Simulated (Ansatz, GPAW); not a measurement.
# WS3 (model structure): optical spectrum from first principles, part 3 of 3

Aim: the dielectric function of WS3 (model structure), and the optical constants that follow from it. The structure is a model built here, which may or may not match a known phase. It was built so: All O replaced by S in the Pm-3m structure of WO3. The cell is first relaxed with Ansatz.

GPAW 26.7.0; DFT, LDA, plane-wave PAW (GPAW data sets), scalar-relativistic, RPA, optical limit.

So far. Step 3 (Ground state): There are states at the Fermi level within the smearing, so the occupations stay smeared and the carriers get a Drude term.

## 5. Dielectric function, RPA

Transitions between filled and empty bands, summed over the zone, give the optical response, so mesh, band count and broadening shape it.

The induced potential is part of this response.

This step: DFT, LDA, plane-wave PAW (GPAW data sets), scalar-relativistic, RPA, optical limit (GPAW 26.7.0).

Contents of df.py:

```python
from gpaw.response.df import DielectricFunction

df = DielectricFunction('full.gpw', frequencies={'type': 'nonlinear', 'domega0': 0.03, 'omega2': 8},
                        ecut=80,
                        eta=0.15,
                        nbands=63,
                        rate=0.05,
                        txt='df.txt')
for direction in ['x']:
    df.get_dielectric_function(xc='RPA', direction=direction, filename=f'df_{direction}.csv')
```

Run with:

```bash
OMP_NUM_THREADS=1 python df.py
```

What it wrote:

```text
Using integrator: PointIntegrator
NonLinearFrequencyDescriptor(from 0.000 to 107.836 eV, 547 points)
Nonperiodic BCs:  [False False False]
Using integrator: PointIntegrator
NonLinearFrequencyDescriptor(from 0.000 to 107.836 eV, 547 points)
Nonperiodic BCs:  [False False False]
Using integrator: PointIntegrator

Calculating chi0 body with:
    Ground state adapter containing:
    Number of spins: 1
    Number of kpoints: 512
    Number of irreducible kpoints: 35
    Number of completely occupied states: 13
    Number of partially occupied states: 19

    Linear response parametrization:
    q_c: [0.0, 0.0, 0.0]
    Number of frequency points: 547
    Planewave cutoff: 80.0
    Number of bands: 63
    Number of planewaves: 171
    Broadening (eta): 0.15

Integrating chi0 body.

Symmetries of q_c:
    Direct symmetries (Uq -> q): 48
    Indirect symmetries (TUq -> q): 0
In total 48 allowed symmetries.

35 groups of equivalent kpoints. 93.1640625% reduction.

Integral kind: spectral function

Calculating chi0 optical extensions with:
    Ground state adapter containing:
    Number of spins: 1
    Number of kpoints: 512
    Number of irreducible kpoints: 35
    Number of completely occupied states: 13
    Number of partially occupied states: 19

    Linear response parametrization:
    Number of frequency points: 547
    Planewave cutoff: 80.0
    Number of bands: 63
    Number of planewaves: 171
    Broadening (eta): 0.15
Integrating chi0 head and wings.

Symmetries of q_c:
    Direct symmetries (Uq -> q): 48
    Indirect symmetries (TUq -> q): 0
In total 48 allowed symmetries.

35 groups of equivalent kpoints. 93.1640625% reduction.

Integral kind: spectral function wings

Calculating drude chi0 with:
    Number of frequency points:547
    Plasma frequency decay rate: 0.05 eV

    Ground state adapter containing:
    Number of spins: 1
    Number of kpoints: 512
    Number of irreducible kpoints: 35
    Number of completely occupied states: 13
    Number of partially occupied states: 19

Symmetries of q_c:
    Direct symmetries (Uq -> q): 48
    Indirect symmetries (TUq -> q): 0
In total 48 allowed symmetries.

35 groups of equivalent kpoints. 93.1640625% reduction.

Integral kind: intraband
Plasma frequency:
[[2.95+0.j 0.  -0.j 0.  +0.j]
 [0.  +0.j 2.95+0.j 0.  +0.j]
 [0.  +0.j 0.  +0.j 2.95+0.j]]
```

The job ended after 26 s (1 thread of Arm Neoverse V2, shared host; peak memory 0.96 GiB).

Some rows of df_x.csv (energy; Re and Im without local fields; Re and Im with them):

```text
0.000000, 3529.789716, 0.000000, 3528.850025, 0.000000
0.460735, -27.671497, 13.576172, -28.620077, 13.525948
0.943989, 7.988272, 5.030699, 6.732793, 4.818946
1.451455, 20.479441, 22.073119, 19.164394, 19.871060
1.984998, -9.956420, 20.505697, -8.782757, 20.663128
2.546682, -4.953666, 4.468790, -5.159395, 4.595055
3.138794, 0.342862, 2.428858, 0.029268, 2.423564
3.763875, 1.110820, 3.888219, 0.829111, 3.850233
4.424758, 2.400837, 4.612369, 2.193879, 4.393164
5.124608, 1.284594, 3.922878, 1.038304, 3.991237
5.866977, 0.998294, 2.974696, 0.428694, 3.127357
6.655862, 1.454875, 3.777856, 1.050819, 3.865057
7.495775, 1.791795, 3.041592, 0.805741, 2.811994
8.391833, 1.504707, 3.204280, 0.520279, 2.552786
9.349861, 1.902732, 3.941617, 1.123321, 2.633743
10.376517, -0.109931, 3.410316, -0.108050, 2.454168
11.479449, -0.341495, 1.852884, -0.318971, 1.336384
12.667487, 0.273401, 2.013176, 0.167237, 1.226302
13.950874, 0.044963, 2.772563, 0.434303, 0.998745
```

The Im ε, E ∥ x has structure finer than the step of the table below, so its rows give means over 1 eV, whole bins alone (the curve runs from 0.305 to 15.0 eV). Peaks (eV: height): 1.8: 28.3.

Sum at mesh points, not converged in k. The Im ε, E ∥ x by photon energy; means over each step:

```
photon energy (eV)  Im ε, E ∥ x
                 1         8.51
                 2         18.2
                 3         3.10
                 4         3.53
                 5         4.07
                 6         3.37
                 7         3.37
                 8         2.71
                 9         2.31
                10         2.54
                11         1.80
                12         1.16
                13         1.15
                14         1.03
```

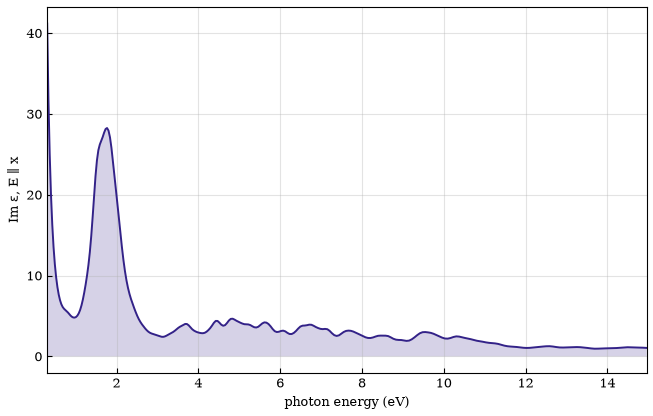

Im ε, E ∥ x, plotted against photon energy.

Values under 1 per cm are given as 1; sum at mesh points, not converged in k. Table of absorption coefficient, E ∥ x by photon energy:

```
photon energy (eV)  absorption coefficient, E ∥ x (1/cm)
              1.01                                 80520
              1.99                                 8.0e5
              3.02                                 4.1e5
              3.98                                 4.0e5
              4.98                                 6.5e5
              6.02                                 6.6e5
              6.99                                 8.8e5
              8.03                                 9.0e5
              9.02                                 8.0e5
             10.03                                 1.1e6
             11.03                                 1.2e6
             12.02                                 8.4e5
             13.00                                 8.7e5
             14.04                                 8.1e5
```

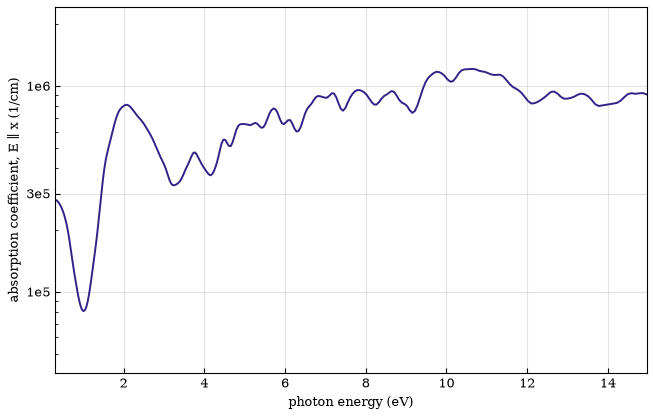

Absorption coefficient, E ∥ x against photon energy.

The Im ε, E ∥ x has structure finer than the step of the table below, so its rows give means over 1 eV, whole bins alone (the curve runs from 0.305 to 15.0 eV). Peaks (eV: height): without local fields 1.7: 30.1; with local fields 1.8: 28.3.

Sum at mesh points, not converged in k. The Im ε, E ∥ x by photon energy; means over each step:

```
photon energy (eV)  without local fields  with local fields
                 1                  9.11               8.51
                 2                  18.8               18.2
                 3                  3.09               3.10
                 4                  3.63               3.53
                 5                  4.07               4.07
                 6                  3.32               3.37
                 7                  3.26               3.37
                 8                  3.08               2.71
                 9                  3.20               2.31
                10                  3.61               2.54
                11                  2.60               1.80
                12                  1.79               1.16
                13                  2.10               1.15
                14                  2.52               1.03
```

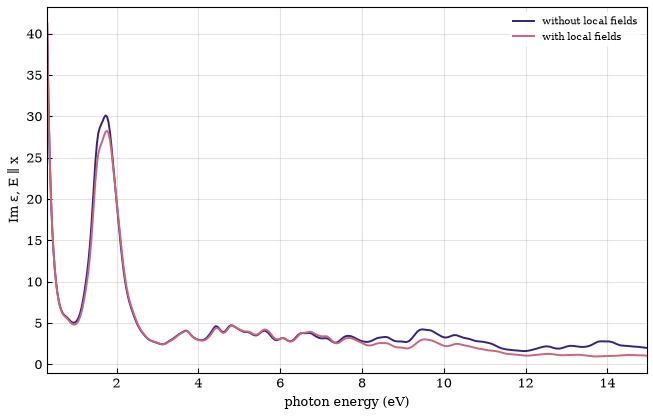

Im ε, E ∥ x against photon energy.

The reflectivity at normal incidence, E ∥ x has structure finer than the step of the table below, so its rows give means over 1 eV, whole bins alone (the curve runs from 0.305 to 15.0 eV). Peaks (eV: height): 2.2: 66.9, 5.7: 25.5, 7.2: 24.7, 10.7: 25.0.

Sum at mesh points, not converged in k. Reflectivity at normal incidence, E ∥ x against photon energy; means over each step:

```
photon energy (eV)  reflectivity at normal incidence, E ∥ x (%)
                 1                                         42.9
                 2                                         61.5
                 3                                         35.7
                 4                                         19.4
                 5                                         22.4
                 6                                         20.4
                 7                                         22.4
                 8                                         20.2
                 9                                         16.6
                10                                         21.8
                11                                         24.4
                12                                         16.4
                13                                         12.8
                14                                         9.52
```

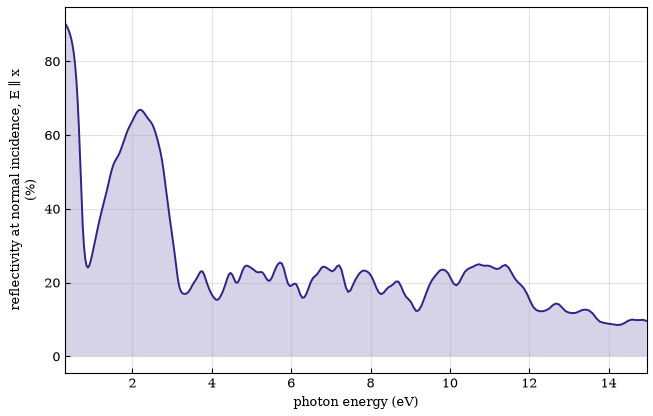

Reflectivity at normal incidence, E ∥ x, plotted against photon energy.

The loss function −Im 1/ε at q → 0, E ∥ x has structure finer than the step of the table below, so its rows give means over 1 eV, whole bins alone (the curve runs from 0.305 to 15.0 eV). Peaks (eV: height): 0.8: 0.174, 3.1: 0.413, 8.8: 0.473, 12.0: 0.946, 13.6: 0.943.

Sum at mesh points, not converged in k. The loss function −Im 1/ε at q → 0, E ∥ x by energy loss; means over each step:

```
energy loss (eV)  loss function −Im 1/ε at q → 0, E ∥ x
               1                                 0.0622
               2                                 0.0467
               3                                  0.260
               4                                  0.234
               5                                  0.222
               6                                  0.274
               7                                  0.293
               8                                  0.366
               9                                  0.406
              10                                  0.396
              11                                  0.546
              12                                  0.842
              13                                  0.831
              14                                  0.839
```

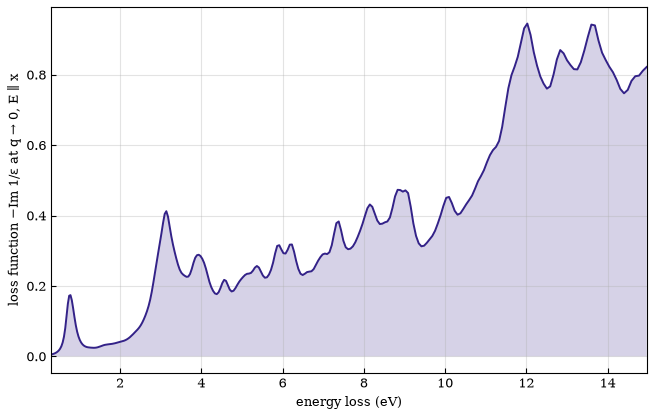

Loss function −Im 1/ε at q → 0, E ∥ x, plotted against energy loss.

At chosen wavelengths:

```
wavelength (nm)     n      k  R (%)    1/α
           1064  3.87  0.876   36.8  97 nm
            800  4.65  2.722   52.7  23 nm
            532  1.23  3.046   65.4  14 nm
            405  1.00  1.249   28.1  26 nm
            365  1.53  1.002   17.4  29 nm
            308  1.53  0.958   16.4  26 nm
            193  1.64  1.020   18.1  15 nm
```

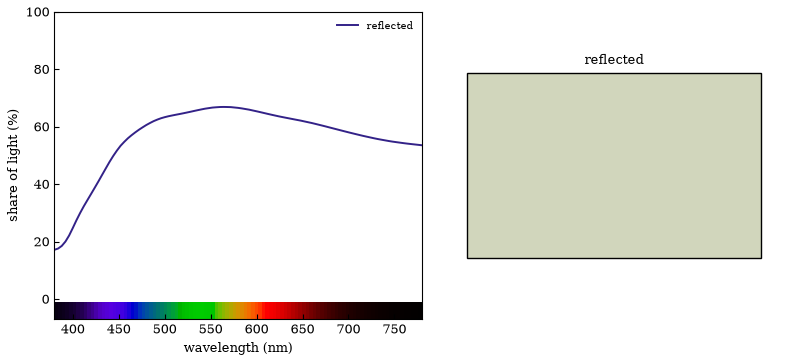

Light reflected across the visible range, with the colour that it makes of daylight (sRGB).

In reflection the computed colour is faintly yellow-green: x = 0.327, y = 0.359, luminous reflectivity 65 %.

## 6. What came out

**Reading.** At this level (LDA, RPA) WS3 is a metal. The mesh is too coarse to trust the carriers' weight, the reflectivity or the colour to better than tens of per cent. The cell shrank by 17.4 % in volume. In reflection the computed colour is faintly yellow-green: x = 0.327, y = 0.359, luminous reflectivity 65 %. The carriers' damping of 0.05 eV is typed, not computed; it shapes the response at the lowest energies. The run has no spin polarisation; magnetic order or correlation, untested here, could change the spectrum. Spin-orbit coupling is left out although heavy atoms are present. In this version of GPAW the matrix elements of the optical limit are incomplete, which can lower ε − 1 by up to a tenth where first-row anions or d states rule, and shift it by more in d metals. GPAW's carrier term has the form −ωp²/(ω + i·rate)², which damps like twice the rate and fails at low energy, so the curves leave the lowest energies out. The sum runs over mesh points 0.17 Å⁻¹ apart with no interpolation, so peaks are partly noise of the mesh, and the Drude plasma energy, a sum over the Fermi surface, isn't converged.

[Machine, clock and banner lines and Python warnings are left out of the logs.]

[Logs are printed without paths, hosts, clocks, repeated set-up lines and the standing remarks that a program may print on its own settings, such as how far it seeks lower states.]

[Hosts, paths, dates, database ids (printed as entryN), source tags and the programs' standing remarks are cut or masked in the printed files.]
